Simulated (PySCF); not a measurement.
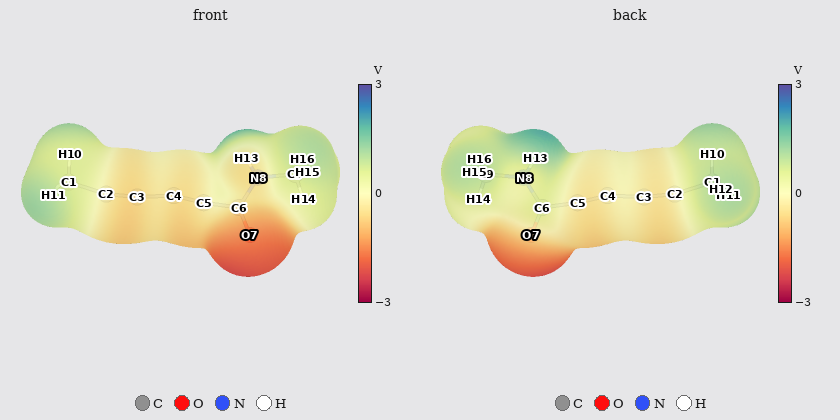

The picture shows: C7H7NO (SMILES CC#CC#CC(=O)NC). The molecular electrostatic potential painted on the density surface at 0.002 e/bohr³, seen from the front and from behind; the colour scale runs from red (negative) to blue (positive).

Geometry: GFN2-xTB, MD frame at 250 fs, 600 K.

Computed with PySCF 2.14.0, PBE0/pcSseg-1, SCF density, gas phase, non-relativistic.

| atom | x (Å) | y (Å) | z (Å) |
| --- | --- | --- | --- |
| C | 4.1021 | 0.6792 | -0.4250 |
| C | 2.6907 | 0.0791 | -0.2733 |
| C | 1.5514 | -0.1934 | 0.0641 |
| C | 0.1757 | -0.3133 | 0.4407 |
| C | -0.9956 | -0.6465 | 0.4101 |
| C | -2.4028 | -0.8680 | 0.2940 |
| O | -2.8771 | -1.8069 | -0.3666 |
| N | -3.1740 | 0.1828 | 0.7637 |
| C | -4.6467 | 0.2012 | 0.9173 |
| H | 4.0320 | 1.7293 | -0.0725 |
| H | 4.5750 | 0.4705 | -1.3884 |
| H | 4.6490 | 0.1518 | 0.4154 |
| H | -2.6762 | 0.8332 | 1.2456 |
| H | -5.0075 | -0.6493 | 0.2994 |
| H | -4.8855 | -0.0424 | 2.0127 |
| H | -5.1107 | 0.9903 | 0.3861 |

### Where is the surface potential most negative and most positive?

The most negative region (about −2.1 V, or −48 kcal/mol for a unit charge) lies over O7, the most positive (about +1.9 V, or +44 kcal/mol for a unit charge) over H13. O7 is the likeliest acceptor of a hydrogen bond.

### What dipole moment does the calculation give?

Its dipole moment is 4.63 D.
